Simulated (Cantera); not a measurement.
Input: 1 mol Ta2O5, 2.1 mol C, 0.61 mol H2, 1.5 mol CH4, at 5.33 Torr.

Cantera equilibrium calculation (NASA polynomials, part measured and part estimated; ideal gas, pure solids and liquids). Candidate condensed phases: C, C6H6, C7H8, C8H18, H2O, Ta, TaC, Ta2O5; 113 gas species. Mutual solubility and eutectic melting of coexisting phases are not modelled. TaC: taken at fixed stoichiometry. Condensed phases not in the tables: Ta2C, N, O or C dissolved in the metal. Equilibrium is a limit: real reactors are often held back by kinetics, nucleation or transport.

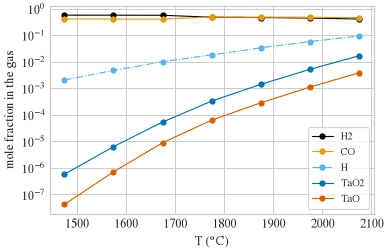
Fig. 1. Equilibrium gas composition (values under 1e-9 drawn at 1e-9)

From 1475 °C to 1675 °C the condensed part is TaC(s) + Ta2O5(s). At 1775 °C the condensed part is Ta(s) + Ta2O5(s). From 1875 °C to 2075 °C the condensed part is Ta(s) + Ta2O5(l). The main Ta-bearing gas is TaO2 throughout.
